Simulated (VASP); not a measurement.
Band structure of ZrSi (relaxed from the CoSn structure, space group P6/mmm). All values below come from PBEsol GGA, VASP's PBE PAW potentials (set 64) (plane waves; VASP).

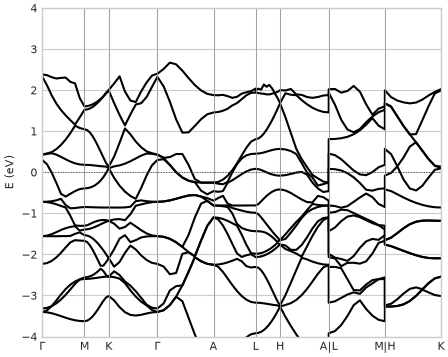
Figure. Bands along high-symmetry lines, zero at the valence-band maximum or, without a gap, the Fermi level

Q: Read the plot: is there a gap, and where are the band edges?

A: It has no gap at this level: it comes out as a metal or semimetal. (Edges off the drawn lines would not show.)

The structure was generated: ZrSi was put into the CoSn type (P6/mmm), which need not be its known phase. It was relaxed first, which changed the volume by -20 %.
